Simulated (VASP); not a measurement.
Band structure of TiB$_{2}$ (AlB2 type). Calculation: TPSS meta-GGA, VASP's PBE PAW potentials (set 64) (plane waves; VASP).

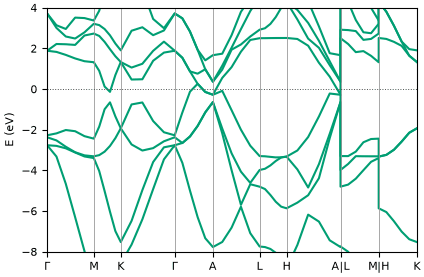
Figure. Bands along high-symmetry lines, zero at the valence-band maximum or, without a gap, the Fermi level

Question: Read the plot: is there a gap, and where are the band edges?

Answer: It has no gap at this level: it comes out as a metal or semimetal.

The compound is TiB2 in the AlB2 type structure. It was relaxed first.
